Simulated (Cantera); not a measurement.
A closed system holds: 1 mol Si(CH3)4, 0.23 mol C3H8, 1.2 mol H2, equilibrated at 1330 Pa.

Cantera equilibrium calculation (NASA polynomials, part measured and part estimated; ideal gas, pure solids and liquids). Candidate condensed phases: C, C6H6, C7H8, C8H18, Si, SiC; 87 gas species. Gases not in the tables: Si2H6 and higher silanes. Equilibrium is a limit: real reactors are often held back by kinetics, nucleation or transport.

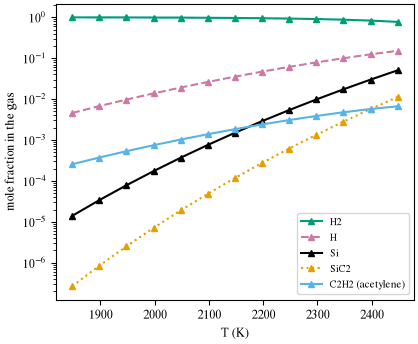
Equilibrium gas composition (values under 1e-9 drawn at 1e-9)

From 1848 K to 2448 K the condensed part is C(graphite) + SiC(s). The main Si-bearing gas is Si throughout.
